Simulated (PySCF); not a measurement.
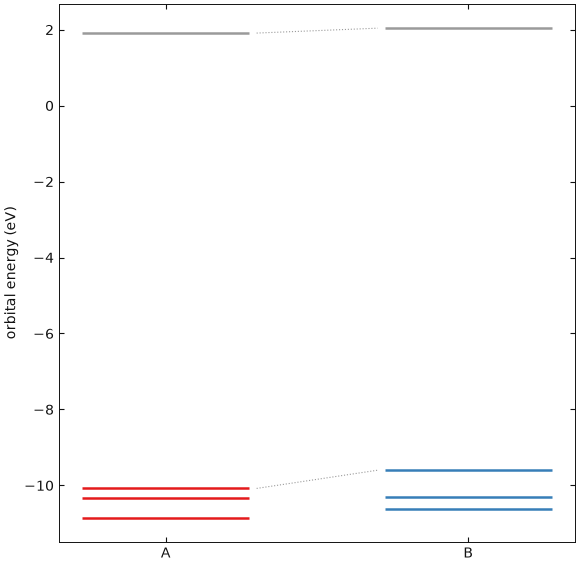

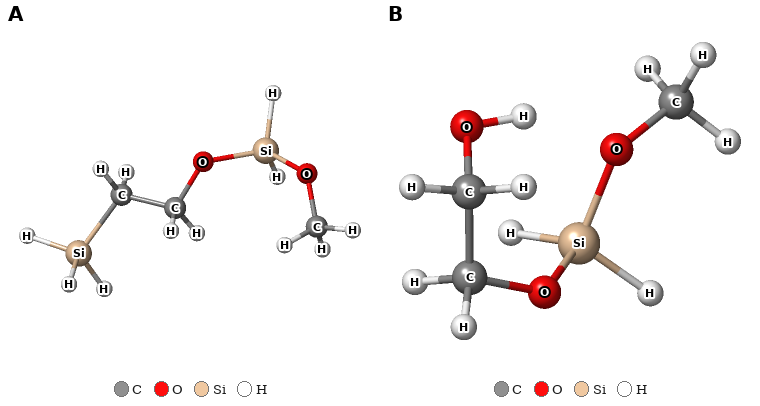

Related molecules: A is C₃H₁₂O₂Si₂, SMILES CO[SiH2]OCC[SiH3]; B is C₃H₁₀O₃Si, SMILES CO[SiH2]OCCO. Frontier orbital energies, ωB97X-D/def2-SVPD in PySCF, at a PBE0-D3(BJ)/def2-SVP geometry (no frequency check); drawn are at most three filled levels and, in grey, the LUMO with any level within 0.03 eV of it; dotted lines join the HOMOs and the LUMOs.

**What does the change do to the frontier levels?**

From A to B the HOMO rises by 0.48 eV and the LUMO rises by 0.13 eV, so the separation goes from 11.99 to 11.64 eV.

**Does the ΔSCF ionisation energy follow the HOMO?**

A: −ε(HOMO) 10.08, ΔSCF 10.21 eV; B: −ε(HOMO) 9.60, ΔSCF 9.93 eV.

Limits of at least one run: empty levels above zero depend strongly on the basis; one conformer of a flexible molecule.
